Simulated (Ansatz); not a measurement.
## Breaking a bond in OH− (hydroxide)

OH− has 2 atoms, charge -1, and is taken as a singlet. As SMILES, `[OH-]`. The H2–O1 distance was set to 1.204 Å, away from the relaxed value.

| atom | x (Å) | y (Å) | z (Å) |
| --- | --- | --- | --- |
| O | 0.6177 | -0.1977 | 0.3187 |
| H | -0.4118 | 0.1318 | -0.2125 |

The O1–H2 distance is scanned; the parts on either side stay rigid. Basis 3-21G, 1 core orbital frozen in the correlated methods; program Ansatz 0.2.0. FCI is exact within this basis and core. Energies in eV from each method's value at 1.204 Å; methods without a U are spin-restricted; a dash marks a point that is missing or didn't converge. The set has no diffuse functions, which an anion needs. The shape above is that at 1.204 Å.

```tsv
distance (Å)	BLYP	revPBE	RPA@PBE	CCSD(T)	FCI
0.964	0.09	0.03	0.16	0.00	0.00
1.204	0.00	0.00	0.00	0.00	0.00
1.445	0.64	0.69	0.48	0.65	0.66
1.927	1.93	2.04	1.05	1.94	1.99
2.409	2.76	2.89	–	2.63	2.90
```

Departure from the FCI curve at its largest: BLYP -0.14 eV at 2.41 Å; revPBE +0.06 eV at 1.93 Å; RPA@PBE -0.93 eV at 1.93 Å; CCSD(T) -0.27 eV at 2.41 Å. For the functionals part of the departure is owed to the small basis.

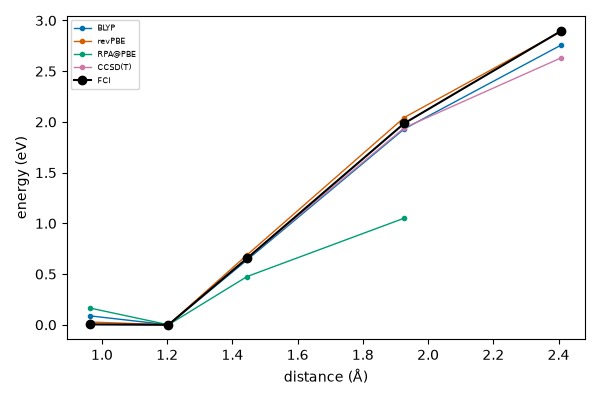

The curves of the table.
